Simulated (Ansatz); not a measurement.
Input file:

```
crystal:
  periodic: [false, false, false]
  atoms:
    - {symbol: N, position_ang: [-0.277869, -1.506056, 0.056474]}
    - {symbol: C, position_ang: [-0.275447, -0.327651, -0.431154]}
    - {symbol: Si, position_ang: [0.820555, 0.979919, 0.315870]}
    - {symbol: H, position_ang: [-0.901859, -2.125806, -0.463852]}
    - {symbol: H, position_ang: [-0.866484, -0.053939, -1.318396]}
    - {symbol: H, position_ang: [0.278519, 2.351412, 0.130044]}
    - {symbol: H, position_ang: [1.222586, 0.682130, 1.711014]}
basis:
  gaussian: {orbitals: def2-TZVPP}
magnetization: {spin_polarized: true, initial_magnetization: 1}
hamiltonian: {xc: pbe0, dispersion: d4}
output: {orbitals: {seedname: orbitals}}
```

Launched as:

```sh
ansatz run in.yaml --threads 2 --pin off --events-out ev --progress --plain --max-ram 4352MiB
```

Geometry: PBE0-D4/def2-TZVP.

All numbers below come from UKS PBE0-D4/def2-TZVPP in Ansatz.

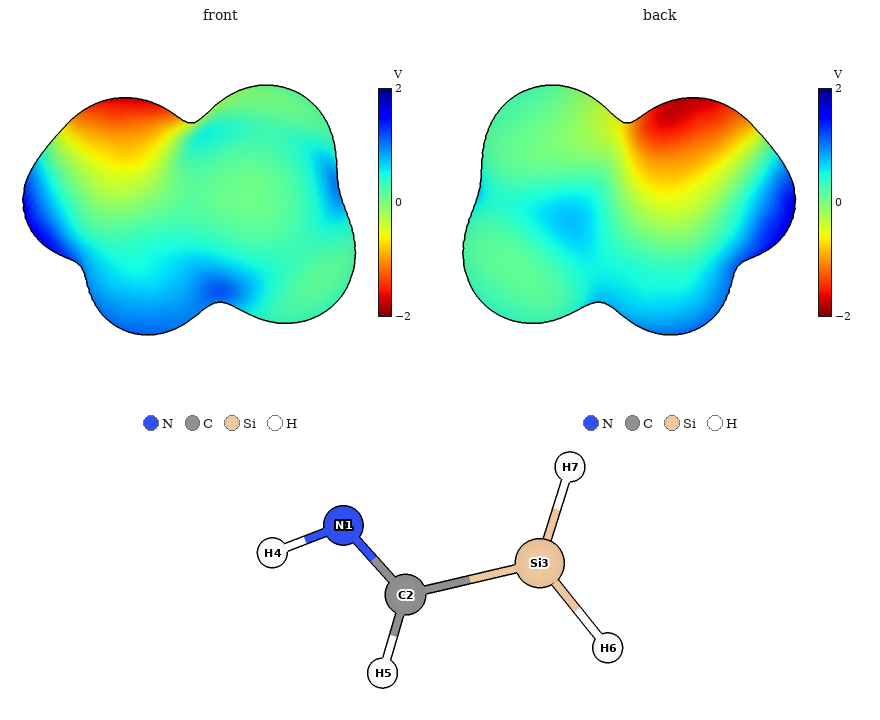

CH4NSi (SMILES [NH]C=[SiH2]) (doublet). The electrostatic potential painted on the density surface at 0.002 e/bohr³, seen from the front and from behind; red is negative and blue positive. The bare structure is drawn below in the same view.

Describe the electrostatic potential map.

Answer. The most negative region (about −1.8 V) lies over N1, the most positive (about +1.6 V) over H4. N1 is the likeliest acceptor of a hydrogen bond.
